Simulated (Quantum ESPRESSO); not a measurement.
## The states of the two spins in MnGa4

Aim: the densities of states of MnGa4 in the lowest state of several starts.

Method: PBEsol; plane waves with GBRV 1.5 PBEsol potentials, no spin-orbit coupling, in Quantum ESPRESSO 7.5.

## Step 1: The starting structure

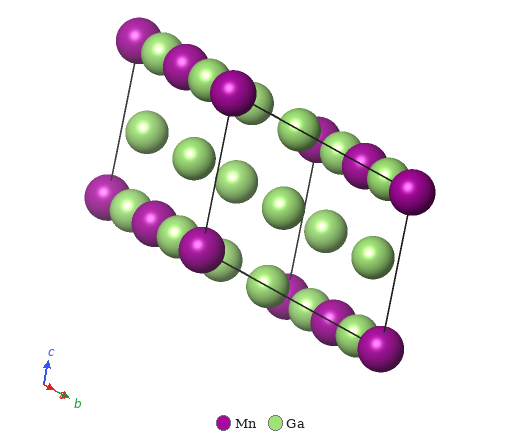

The starting structure, seen slightly off an axis (manganese purple, gallium green). Some periodic images of atoms are drawn too.

The cell comes from Materials Project 2023-11-01, a database of computed structures, and need not be the stable phase.

## Step 2: The magnetic state

This state came out lowest in a comparison of starts that is told elsewhere.

Contents of pw.in:

```
&CONTROL
  calculation = 'scf'
  prefix = 'pwscf'
  outdir = './tmp'
  pseudo_dir = './pseudo'
  disk_io = 'low'
/
&SYSTEM
  ibrav = 0
  celldm(1) = 8
  nat = 10
  ntyp = 3
  ecutwfc = 40
  ecutrho = 280
  nbnd = 114
  occupations = 'smearing'
  smearing = 'fd'
  degauss = 0.00734986
  nspin = 2
  starting_magnetization(1) = 0.2333
  starting_magnetization(2) = -0.2333
  starting_magnetization(3) = 0
/
&ELECTRONS
  conv_thr = 2d-08
  electron_maxstep = 150
  mixing_beta = 0.3
/
ATOMIC_SPECIES
Mn1    54.9380 mn_pbesol_v1.5.uspp.F.UPF
Mn2    54.9380 mn_pbesol_v1.5.uspp.F.UPF
Ga     69.7230 ga_pbesol_v1.4.uspp.F.UPF
CELL_PARAMETERS alat
  -1.3095161379257    1.3095161379257    1.3095161379257
   0.0000000000000    0.0000000000000    1.3095161379257
   0.0000000000000    1.3095161379257    0.0000000000000
ATOMIC_POSITIONS crystal
Mn1     0.0000000000    0.0000000000    0.0000000000
Mn2     0.5000000000    0.0000000000    0.0000000000
Ga      0.7500000000    0.0000000000    0.5000000000
Ga      0.2500000000    0.0000000000    0.5000000000
Ga      0.7500000000    0.5000000000    0.0000000000
Ga      0.2500000000    0.5000000000    0.0000000000
Ga      0.2500000000    0.0000000000    0.0000000000
Ga      0.7500000000    0.0000000000    0.0000000000
Ga      0.7500000000    0.5000000000    0.5000000000
Ga      0.2500000000    0.5000000000    0.5000000000
K_POINTS automatic
3 6 6 0 0 0
```

Launch:

```bash
$ OMP_NUM_THREADS=1 mpirun -n 4 pw.x -nk 4 -in pw.in > pw.out
```

Log:

```text
Program PWSCF v.7.5 starts

     Message from routine setup:
     using ibrav=0 with symmetry is DISCOURAGED, use correct ibrav instead

     K-points division:     npool     =       4
     Subspace diagonalization in iterative solution of the eigenvalue problem:

     bravais-lattice index     =            0
     lattice parameter (alat)  =       8.0000  a.u.
     unit-cell volume          =    1149.7476 (a.u.)^3
     number of atoms/cell      =           10
     number of atomic types    =            3
     number of electrons       =       182.00
     number of Kohn-Sham states=          114
     kinetic-energy cutoff     =      40.0000  Ry
     charge density cutoff     =     280.0000  Ry
     scf convergence threshold =      2.0E-08
     mixing beta               =       0.3000
     number of iterations used =            8  plain     mixing
     Exchange-correlation= SLA  PW   PSX  PSC
                           (   1   4  10   8   0   0   0)

     celldm(1)=   8.000000  celldm(2)=   0.000000  celldm(3)=   0.000000
     celldm(4)=   0.000000  celldm(5)=   0.000000  celldm(6)=   0.000000

     crystal axes: (cart. coord. in units of alat)
               a(1) = (  -1.309516   1.309516   1.309516 )
               a(2) = (   0.000000   0.000000   1.309516 )
               a(3) = (   0.000000   1.309516   0.000000 )

     reciprocal axes: (cart. coord. in units 2 pi/alat)
               b(1) = ( -0.763641  0.000000  0.000000 )
               b(2) = (  0.763641 -0.000000  0.763641 )
               b(3) = (  0.763641  0.763641 -0.000000 )

     PseudoPot. # 1 for Mn read from file:
     mn_pbesol_v1.5.uspp.F.UPF
     Pseudo is Ultrasoft + core correction, Zval = 15.0

     PseudoPot. # 2 for Mn read from file:
     mn_pbesol_v1.5.uspp.F.UPF
     Pseudo is Ultrasoft + core correction, Zval = 15.0

     PseudoPot. # 3 for Ga read from file:
     ga_pbesol_v1.4.uspp.F.UPF
     Pseudo is Ultrasoft + core correction, Zval = 19.0

     atomic species   valence    mass     pseudopotential
     Mn1              15.00    54.93800     Mn( 1.00)
     Mn2              15.00    54.93800     Mn( 1.00)
     Ga               19.00    69.72300     Ga( 1.00)

     Starting magnetic structure
     atomic species   magnetization
     Mn1             0.233
     Mn2            -0.233
     Ga              0.000

     48 Sym. Ops., with inversion, found

   Cartesian axes

     site n.     atom                  positions (alat units)
         1        Mn1    tau(   1) = (   0.0000000   0.0000000   0.0000000  )
         2        Mn2    tau(   2) = (  -0.6547581   0.6547581   0.6547581  )
         3        Ga     tau(   3) = (  -0.9821371   1.6368952   0.9821371  )
         4        Ga     tau(   4) = (  -0.3273790   0.9821371   0.3273790  )
         5        Ga     tau(   5) = (  -0.9821371   0.9821371   1.6368952  )
         6        Ga     tau(   6) = (  -0.3273790   0.3273790   0.9821371  )
         7        Ga     tau(   7) = (  -0.3273790   0.3273790   0.3273790  )
         8        Ga     tau(   8) = (  -0.9821371   0.9821371   0.9821371  )
         9        Ga     tau(   9) = (  -0.9821371   1.6368952   1.6368952  )
        10        Ga     tau(  10) = (  -0.3273790   0.9821371   0.9821371  )

     number of k points=    10  Fermi-Dirac smearing, width (Ry)=  0.0073
                       cart. coord. in units 2pi/alat
        k(    1) = (   0.0000000   0.0000000   0.0000000), wk =   0.0092593
        k(    2) = (   0.1272735   0.1272735   0.0000000), wk =   0.1111111
        k(    3) = (   0.2545469   0.2545469   0.0000000), wk =   0.1111111
        k(    4) = (  -0.3818204  -0.3818204   0.0000000), wk =   0.0277778
        k(    5) = (   0.2545469   0.1272735   0.1272735), wk =   0.2222222
        [... 5 further k-points ...]

     Dense  grid:    91047 G-vectors     FFT dimensions: ( 100,  60,  60)

     Smooth grid:    39127 G-vectors     FFT dimensions: (  75,  45,  45)

     Check: negative core charge=   -0.000018
     Generating pointlists ...
     new r_m :   0.2339 (alat units)  1.8712 (a.u.) for type    1
     new r_m :   0.2339 (alat units)  1.8712 (a.u.) for type    2
     new r_m :   0.2339 (alat units)  1.8712 (a.u.) for type    3

     Initial potential from superposition of free atoms

     starting charge     172.9998, renormalised to     182.0000
     Starting wfcs are  122 randomized atomic wfcs

     Self-consistent Calculation

     iteration #  1     ecut=    40.00 Ry     beta= 0.30
     Davidson diagonalization with overlap
     ethr =  1.00E-02,  avg # of iterations =  5.6

     total energy              =   -3725.84566442 Ry
     estimated scf accuracy    <      65.90932059 Ry

     total magnetization       =     0.00 Bohr mag/cell
     absolute magnetization    =     4.71 Bohr mag/cell

     iteration #  2     ecut=    40.00 Ry     beta= 0.30
     Davidson diagonalization with overlap
     ethr =  1.00E-02,  avg # of iterations =  2.3

     total energy              =   -3742.17125456 Ry
     estimated scf accuracy    <       0.82912630 Ry

     total magnetization       =     0.00 Bohr mag/cell
     absolute magnetization    =     4.72 Bohr mag/cell

     [... further iterations left out ...]

     iteration # 14     ecut=    40.00 Ry     beta= 0.30
     Davidson diagonalization with overlap
     ethr =  8.96E-10,  avg # of iterations =  3.5

     total energy              =   -3742.23523071 Ry
     estimated scf accuracy    <       0.00000091 Ry

     total magnetization       =     0.00 Bohr mag/cell
     absolute magnetization    =     2.60 Bohr mag/cell

     iteration # 15     ecut=    40.00 Ry     beta= 0.30
     Davidson diagonalization with overlap
     ethr =  4.99E-10,  avg # of iterations =  2.0

     Magnetic moment per site  (integrated on atomic sphere of radius R)
     atom   1 (R=0.234)  charge= 13.2709  magn=  1.0169
     atom   2 (R=0.234)  charge= 13.2709  magn= -1.0168
     atom   3 (R=0.234)  charge= 16.9664  magn= -0.0000
     atom   4 (R=0.234)  charge= 16.9664  magn= -0.0000
     atom   5 (R=0.234)  charge= 16.9664  magn= -0.0000
     atom   6 (R=0.234)  charge= 16.9664  magn= -0.0000
     atom   7 (R=0.234)  charge= 16.9664  magn= -0.0000
     atom   8 (R=0.234)  charge= 16.9664  magn= -0.0000
     atom   9 (R=0.234)  charge= 16.9664  magn= -0.0000
     atom  10 (R=0.234)  charge= 16.9664  magn= -0.0000

     End of self-consistent calculation

     [... lines left out ...]
     the Fermi energy is    12.3439 ev

!    total energy              =   -3742.23523108 Ry
     estimated scf accuracy    <          9.8E-09 Ry
     smearing contrib. (-TS)   =      -0.00922683 Ry
     internal energy E=F+TS    =   -3742.22600426 Ry

     The total energy is F=E-TS. E is the sum of the following terms:
     one-electron contribution =   -2975.91654331 Ry
     hartree contribution      =    1565.62766550 Ry
     xc contribution           =    -436.74290828 Ry
     ewald contribution        =   -1895.19421816 Ry

     total magnetization       =     0.00 Bohr mag/cell
     absolute magnetization    =     2.59 Bohr mag/cell

     convergence has been achieved in  15 iterations

=------------------------------------------------------------------------------=
   JOB DONE.
=------------------------------------------------------------------------------=
```

Elapsed: 2.2 min, on 4 MPI ranks of Arm Neoverse V2, shared host; peak memory 0.98 GiB; 9 min of CPU time.

Spin moment in the atom's sphere by atom:

| atom | spin moment in the atom's sphere (μB) |
| --- | --- |
| Mn1 | 1.02 |
| Mn2 | -1.02 |
| Ga3 | 0.00 |
| Ga4 | 0.00 |
| Ga5 | 0.00 |
| Ga6 | 0.00 |
| Ga7 | 0.00 |
| Ga8 | 0.00 |
| Ga9 | 0.00 |
| Ga10 | 0.00 |

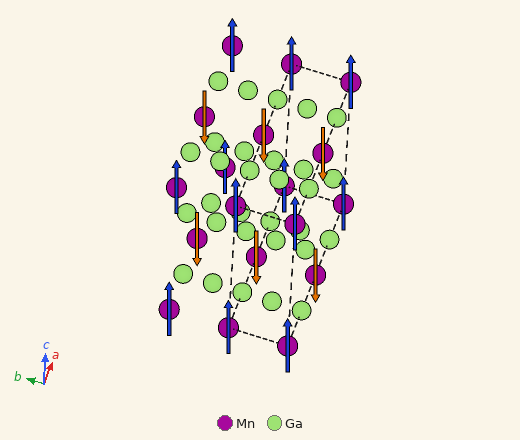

Spin moment in the atom's sphere as arrows, the longest 1.02 μB. Up and down stand for the sign. Arrows give size and sign along the axis of quantisation, drawn up and down the page. The two directions have two colours. 1×2×1 cells are drawn. Some periodic images of atoms are drawn too.

This step gave:

```
smearing term TS       : 0.1255 eV
magnetization          : 0 μB
absolute magnetization : 2.594 μB
final state            : antiferromagnetic
```

## Step 3: Projected density of states

Contents of projwfc.in:

```
&PROJWFC
  prefix = 'pwscf'
  outdir = './tmp'
  filpdos = 'pdos'
  ngauss = 0
  degauss = 0.01
  DeltaE = 0.05
  Emin = 3.34
  Emax = 17.34
/
```

Launch:

```bash
$ OMP_NUM_THREADS=1 mpirun -n 4 projwfc.x -nk 4 -in projwfc.in > projwfc.out
```

Log:

```text
[banner, memory and clock lines left out]
Program PROJWFC v.7.5 starts

     [... lines left out ...]
     IMPORTANT: XC functional enforced from input :
     Exchange-correlation= PBESOL
                           (   1   4  10   8   0   0   0)
     Any further DFT definition will be discarded
     Please, verify this is what you really want

     G-vector sticks info

     Check: negative core charge=   -0.000018

     Gaussian broadening (read from input): ngauss,degauss=   0    0.010000

     Calling projwave ....

  Problem Sizes
  natomwfc =          122
  nbnd     =          114
  nkstot   =           20
  npwx     =         4945
  nkb      =          180

     Atomic states used for projection
     (read from pseudopotential files):

     state #   1: atom   1 (Mn1), wfc  1 (l=0 m= 1)
     state #   2: atom   1 (Mn1), wfc  2 (l=1 m= 1)
     state #   3: atom   1 (Mn1), wfc  2 (l=1 m= 2)
     state #   4: atom   1 (Mn1), wfc  2 (l=1 m= 3)
     state #   5: atom   1 (Mn1), wfc  3 (l=0 m= 1)
     state #   6: atom   1 (Mn1), wfc  4 (l=2 m= 1)
     state #   7: atom   1 (Mn1), wfc  4 (l=2 m= 2)
     state #   8: atom   1 (Mn1), wfc  4 (l=2 m= 3)
     state #   9: atom   1 (Mn1), wfc  4 (l=2 m= 4)
     state #  10: atom   1 (Mn1), wfc  4 (l=2 m= 5)
     state #  11: atom   1 (Mn1), wfc  5 (l=1 m= 1)
     state #  12: atom   1 (Mn1), wfc  5 (l=1 m= 2)
     state #  13: atom   1 (Mn1), wfc  5 (l=1 m= 3)
     state #  14: atom   2 (Mn2), wfc  1 (l=0 m= 1)
     state #  15: atom   2 (Mn2), wfc  2 (l=1 m= 1)
     state #  16: atom   2 (Mn2), wfc  2 (l=1 m= 2)
     state #  17: atom   2 (Mn2), wfc  2 (l=1 m= 3)
     state #  18: atom   2 (Mn2), wfc  3 (l=0 m= 1)
     state #  19: atom   2 (Mn2), wfc  4 (l=2 m= 1)
     state #  20: atom   2 (Mn2), wfc  4 (l=2 m= 2)
     state #  21: atom   2 (Mn2), wfc  4 (l=2 m= 3)
     state #  22: atom   2 (Mn2), wfc  4 (l=2 m= 4)
     state #  23: atom   2 (Mn2), wfc  4 (l=2 m= 5)
     state #  24: atom   2 (Mn2), wfc  5 (l=1 m= 1)
     state #  25: atom   2 (Mn2), wfc  5 (l=1 m= 2)
     state #  26: atom   2 (Mn2), wfc  5 (l=1 m= 3)
     state #  27: atom   3 (Ga ), wfc  1 (l=1 m= 1)
     state #  28: atom   3 (Ga ), wfc  1 (l=1 m= 2)
     state #  29: atom   3 (Ga ), wfc  1 (l=1 m= 3)
     state #  30: atom   3 (Ga ), wfc  2 (l=2 m= 1)
     state #  31: atom   3 (Ga ), wfc  2 (l=2 m= 2)
     state #  32: atom   3 (Ga ), wfc  2 (l=2 m= 3)
     state #  33: atom   3 (Ga ), wfc  2 (l=2 m= 4)
     state #  34: atom   3 (Ga ), wfc  2 (l=2 m= 5)
     state #  35: atom   3 (Ga ), wfc  3 (l=0 m= 1)
     state #  36: atom   3 (Ga ), wfc  4 (l=1 m= 1)
     state #  37: atom   3 (Ga ), wfc  4 (l=1 m= 2)
     state #  38: atom   3 (Ga ), wfc  4 (l=1 m= 3)
     state #  39: atom   4 (Ga ), wfc  1 (l=1 m= 1)
     state #  40: atom   4 (Ga ), wfc  1 (l=1 m= 2)
     state #  41: atom   4 (Ga ), wfc  1 (l=1 m= 3)
     state #  42: atom   4 (Ga ), wfc  2 (l=2 m= 1)
     state #  43: atom   4 (Ga ), wfc  2 (l=2 m= 2)
     state #  44: atom   4 (Ga ), wfc  2 (l=2 m= 3)
     state #  45: atom   4 (Ga ), wfc  2 (l=2 m= 4)
     state #  46: atom   4 (Ga ), wfc  2 (l=2 m= 5)
     state #  47: atom   4 (Ga ), wfc  3 (l=0 m= 1)
     state #  48: atom   4 (Ga ), wfc  4 (l=1 m= 1)
     state #  49: atom   4 (Ga ), wfc  4 (l=1 m= 2)
     state #  50: atom   4 (Ga ), wfc  4 (l=1 m= 3)
[...]
state # 107: atom   9 (Ga ), wfc  3 (l=0 m= 1)
     state # 108: atom   9 (Ga ), wfc  4 (l=1 m= 1)
     state # 109: atom   9 (Ga ), wfc  4 (l=1 m= 2)
     state # 110: atom   9 (Ga ), wfc  4 (l=1 m= 3)
     state # 111: atom  10 (Ga ), wfc  1 (l=1 m= 1)
     state # 112: atom  10 (Ga ), wfc  1 (l=1 m= 2)
     state # 113: atom  10 (Ga ), wfc  1 (l=1 m= 3)
     state # 114: atom  10 (Ga ), wfc  2 (l=2 m= 1)
     state # 115: atom  10 (Ga ), wfc  2 (l=2 m= 2)
     state # 116: atom  10 (Ga ), wfc  2 (l=2 m= 3)
     state # 117: atom  10 (Ga ), wfc  2 (l=2 m= 4)
     state # 118: atom  10 (Ga ), wfc  2 (l=2 m= 5)
     state # 119: atom  10 (Ga ), wfc  3 (l=0 m= 1)
     state # 120: atom  10 (Ga ), wfc  4 (l=1 m= 1)
     state # 121: atom  10 (Ga ), wfc  4 (l=1 m= 2)
     state # 122: atom  10 (Ga ), wfc  4 (l=1 m= 3)

 [... projections of the bands left out ...]

Lowdin Charges:

     Atom #   1: total charge =  16.2073, s =  2.4391, p =  7.7081, d =  6.0600,
                 spin up      =   8.6689, s =  1.2255,
                 spin up      =   8.6689, p =  3.8661, pz=  1.2887, px=  1.2887, py=  1.2887,
                 spin up      =   8.6689, d =  3.5774, dz2=  0.8061, dxz=  0.6551, dyz=  0.6551, dx2-y2=  0.8061, dxy=  0.6551,
                 spin down    =   7.5384, s =  1.2137,
                 spin down    =   7.5384, p =  3.8420, pz=  1.2807, px=  1.2807, py=  1.2807,
                 spin down    =   7.5384, d =  2.4827, dz2=  0.4470, dxz=  0.5295, dyz=  0.5295, dx2-y2=  0.4470, dxy=  0.5295,
                 polarization =   1.1305, s =  0.0118, p =  0.0241, d =  1.0947,
     Atom #   2: total charge =  16.2073, s =  2.4391, p =  7.7081, d =  6.0600,
                 spin up      =   7.5384, s =  1.2137,
                 spin up      =   7.5384, p =  3.8420, pz=  1.2807, px=  1.2807, py=  1.2807,
                 spin up      =   7.5384, d =  2.4827, dz2=  0.4470, dxz=  0.5295, dyz=  0.5295, dx2-y2=  0.4470, dxy=  0.5295,
                 spin down    =   8.6689, s =  1.2255,
                 spin down    =   8.6689, p =  3.8661, pz=  1.2887, px=  1.2887, py=  1.2887,
                 spin down    =   8.6689, d =  3.5774, dz2=  0.8061, dxz=  0.6551, dyz=  0.6551, dx2-y2=  0.8061, dxy=  0.6551,
                 polarization =  -1.1305, s = -0.0118, p = -0.0241, d = -1.0947,
     Atom #   3: total charge =  18.6759, s =  0.9736, p =  7.7177, d =  9.9845,
                 spin up      =   9.3379, s =  0.4868,
                 spin up      =   9.3379, p =  3.8589, pz=  1.2863, px=  1.2863, py=  1.2863,
                 spin up      =   9.3379, d =  4.9923, dz2=  0.9983, dxz=  0.9985, dyz=  0.9985, dx2-y2=  0.9983, dxy=  0.9985,
                 spin down    =   9.3379, s =  0.4868,
                 spin down    =   9.3379, p =  3.8589, pz=  1.2863, px=  1.2863, py=  1.2863,
                 spin down    =   9.3379, d =  4.9923, dz2=  0.9983, dxz=  0.9985, dyz=  0.9985, dx2-y2=  0.9983, dxy=  0.9985,
                 polarization =  -0.0000, s = -0.0000, p = -0.0000, d =  0.0000,
     Atom #   4: total charge =  18.6759, s =  0.9736, p =  7.7177, d =  9.9845,
                 spin up      =   9.3379, s =  0.4868,
                 spin up      =   9.3379, p =  3.8589, pz=  1.2863, px=  1.2863, py=  1.2863,
                 spin up      =   9.3379, d =  4.9923, dz2=  0.9983, dxz=  0.9985, dyz=  0.9985, dx2-y2=  0.9983, dxy=  0.9985,
                 spin down    =   9.3379, s =  0.4868,
                 spin down    =   9.3379, p =  3.8589, pz=  1.2863, px=  1.2863, py=  1.2863,
                 spin down    =   9.3379, d =  4.9923, dz2=  0.9983, dxz=  0.9985, dyz=  0.9985, dx2-y2=  0.9983, dxy=  0.9985,
                 polarization =  -0.0000, s = -0.0000, p = -0.0000, d =  0.0000,
     Atom #   5: total charge =  18.6759, s =  0.9736, p =  7.7177, d =  9.9845,
                 spin up      =   9.3379, s =  0.4868,
                 spin up      =   9.3379, p =  3.8589, pz=  1.2863, px=  1.2863, py=  1.2863,
                 spin up      =   9.3379, d =  4.9923, dz2=  0.9983, dxz=  0.9985, dyz=  0.9985, dx2-y2=  0.9983, dxy=  0.9985,
                 spin down    =   9.3379, s =  0.4868,
                 spin down    =   9.3379, p =  3.8589, pz=  1.2863, px=  1.2863, py=  1.2863,
                 spin down    =   9.3379, d =  4.9923, dz2=  0.9983, dxz=  0.9985, dyz=  0.9985, dx2-y2=  0.9983, dxy=  0.9985,
                 polarization =  -0.0000, s = -0.0000, p = -0.0000, d =  0.0000,
     Atom #   6: total charge =  18.6759, s =  0.9736, p =  7.7177, d =  9.9845,
                 spin up      =   9.3379, s =  0.4868,
                 spin up      =   9.3379, p =  3.8589, pz=  1.2863, px=  1.2863, py=  1.2863,
                 spin up      =   9.3379, d =  4.9923, dz2=  0.9983, dxz=  0.9985, dyz=  0.9985, dx2-y2=  0.9983, dxy=  0.9985,
                 spin down    =   9.3379, s =  0.4868,
                 spin down    =   9.3379, p =  3.8589, pz=  1.2863, px=  1.2863, py=  1.2863,
```

Elapsed: 3.1 s, on 4 MPI ranks; peak memory 0.46 GiB; 12 s of CPU time.

The density of states has structure finer than the step of the table below, so its rows give means over 1 eV, whole bins alone (the curve runs from -9.00 to 5.05 eV). Peaks (eV: height): up -2.2: 9.25, 0.7: 7.33, 1.9: 3.48, 3.9: 3.44; down -2.2: 9.25, 0.7: 7.33, 1.9: 3.48, 3.9: 3.44; Mn1 d up -2.2: 4.3, -0.5: 0.889, 0.7: 1.19; Mn1 d down -2.0: 1.99, 0.7: 2.6; Mn2 d up -2.0: 1.99, 0.7: 2.6.

Gaussian broadening of 0.136 eV on the SCF mesh. The density of states by energy, zero at the Fermi level; means over each step; 7 of 8 lines; values in states/eV/cell:

| energy (eV) | up | down | Mn1 d up | Mn1 d down | Mn2 d up | Mn2 d down | Ga3 p up |
| --- | --- | --- | --- | --- | --- | --- | --- |
| -8 | 1.21 | 1.21 | 0.00944 | 0.00769 | 0.00769 | 0.00944 | 0.0436 |
| -7 | 1.34 | 1.34 | 0.0241 | 0.0192 | 0.0192 | 0.0241 | 0.0422 |
| -6 | 1.43 | 1.43 | 0.0621 | 0.0480 | 0.0480 | 0.0621 | 0.0479 |
| -5 | 1.56 | 1.56 | 0.141 | 0.0939 | 0.0939 | 0.141 | 0.0682 |
| -4 | 1.51 | 1.51 | 0.231 | 0.125 | 0.125 | 0.231 | 0.0886 |
| -3 | 2.08 | 2.08 | 0.512 | 0.217 | 0.217 | 0.512 | 0.125 |
| -2 | 6.26 | 6.26 | 2.09 | 1.38 | 1.38 | 2.09 | 0.277 |
| -1 | 1.23 | 1.23 | 0.242 | 0.514 | 0.514 | 0.242 | 0.0498 |
| 0 | 2.17 | 2.17 | 0.521 | 0.528 | 0.528 | 0.521 | 0.128 |
| 1 | 3.36 | 3.36 | 0.507 | 1.05 | 1.05 | 0.507 | 0.175 |
| 2 | 2.39 | 2.39 | 0.235 | 0.356 | 0.356 | 0.235 | 0.145 |
| 3 | 2.00 | 2.00 | 0.101 | 0.191 | 0.191 | 0.101 | 0.141 |
| 4 | 2.04 | 2.04 | 0.0813 | 0.133 | 0.133 | 0.0813 | 0.147 |

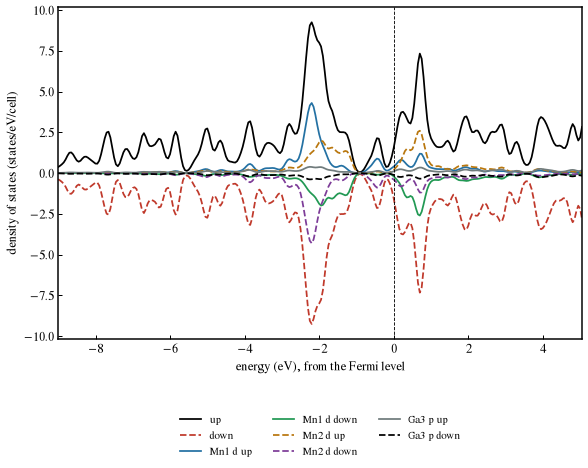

Density of states, plotted against energy. Down spins are drawn negative.

## Step 4: Results

```json
{
 "state": "antiferromagnetic",
 "largest moment in a sphere": "1.02 μB"
}
```

In words: Distinct peaks of the density of states (up) stand at -3.85, -2.20, 0.70, 1.95 and 3.95 eV; the one at -2.20 eV is strongest. These are Kohn–Sham states without spin–orbit coupling, on the mesh of the self-consistent run. The moments are opposed on like sites, so the totals of the two spins are equal and the projections on single atoms show the splitting. Energies are free energies at an electronic temperature of 1160 K, which lowers moments and differences where the moments are itinerant.

[Logs and program files are shortened in this print: banners, set-up blocks, solver, clock and traceback lines can be left out without a mark of their own.]

[Logs are printed without paths, hosts, clocks, repeated set-up lines and the standing remarks that a program may print on its own settings, such as how far it seeks lower states.]

[Hosts, paths, dates, database ids (printed as entryN), source tags and the programs' standing remarks are cut or masked in the printed files.]

[Where a cell is said to come from a database of computed structures, the database is the Materials Project.]
